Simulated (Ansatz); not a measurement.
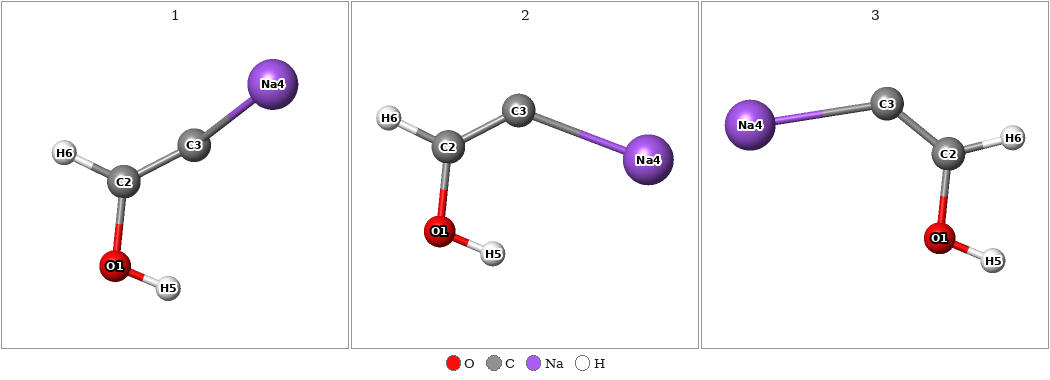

C₂H₂NaO, SMILES OC=[C-][Na], charge −1. 
- Coordinates scanned: (1) dihedral H5–O1–C2–C3; (2) dihedral O1–C2–C3–Na4.
- Nothing is relaxed (all other coordinates rigid).
- Grid: 18 × 18 points; 164 points were computed and 160 follow by symmetry.
- Points are written as (first, second).
- Energies are in kJ/mol, from the relaxed molecule at the same level.
- The dihedral twists a double bond; near 90° a spin-restricted reference is unreliable.
- Theory: RKS PBE0-D4/def2-SVPD in Ansatz.

The numbered pictures are structures from this grid.

Rank them by energy, lowest first.

Answer. 2, at (0°, 0°): −32 kJ/mol; 3, at (−180°, 0°): −2.2 kJ/mol; 1, at (0°, −100°): 6 kJ/mol.

The map, with the structures marked:

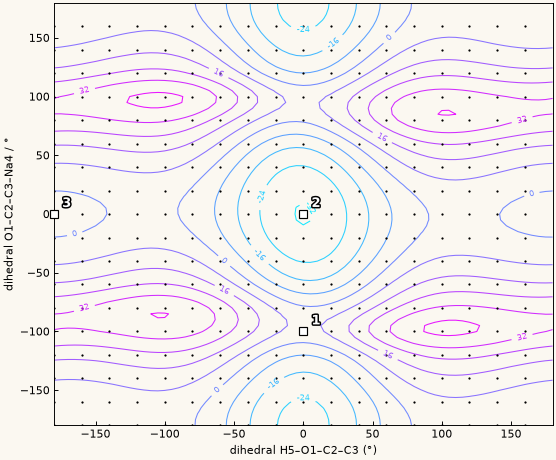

Drawn: contour lines labelled in kJ/mol, dots at the grid points. Between grid points the surface is interpolated.
